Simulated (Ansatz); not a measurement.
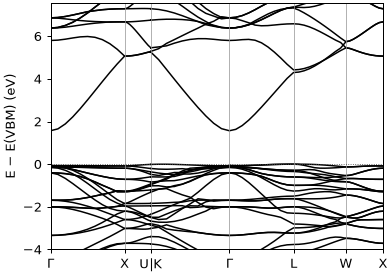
Fig. 1. Band structure from r²SCAN in the plane-wave PAW code Ansatz

Read off the gap and where the band edges lie.

About 1.6 eV (1.57 eV by a search for the band edges); maximum at L, minimum at Γ.

The material is CdIn2O4 (spinel, Fd-3m).

The r²SCAN relaxation kept the symmetry of its start. Scalar-relativistic: spin–orbit coupling is off unless named, which matters more the heavier the elements.

Potentials: the later of the program's two PAW sets.
